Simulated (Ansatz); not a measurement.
Loss of H2: C4H3F5 → C4HF5 + H2

Species: C4H3F5 `FC1C(F)C(F)(F)C1F`, singlet; C4HF5 `FC1=C(F)C(F)(F)C1F`, singlet; H2 (hydrogen), singlet. This is a balance of energies; it says nothing on the path, which may need atoms to shift.

Shapes, held fixed at every level: PBE0-D4/def2-TZVP. Programs: Ansatz 0.2.0. The zero-point and thermal change to 298 K, harmonic and unscaled (PBE0-D4/def2-TZVP), is -26.7 kJ/mol.

| level | kind | ΔH(298 K) (kJ/mol) |
| --- | --- | --- |
| HF/def2-SVP | Hartree–Fock | +178.8 |
| SPW92/def2-TZVPP | LDA | +157.0 |
| BHLYP-D4/def2-TZVPP | global hybrid | +158.7 |
| PBE0-D4/def2-TZVPP | global hybrid | +149.3 |
| wB97X-V/def2-TZVPP | range-separated hybrid | +159.6 |
| MP2/def2-SVP | perturbation theory | +155.8 |
| CCSD(T)/def2-SVP | coupled cluster or CI | +158.3 |
| MP2/def2-TZVPP | perturbation theory | +144.4 |

MP2/def2-TZVPP gives ΔH(298 K) = +144.4 kJ/mol; the levels span +144.4 to +178.8. The median of the levels is +157.6. No measured value is set beside it here. MP2/def2-TZVPP lies outside the range of all other levels here, so it shouldn't be taken on trust.

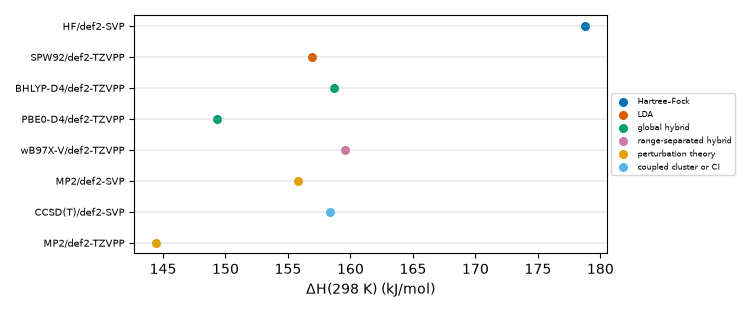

The values of the table, level by level.
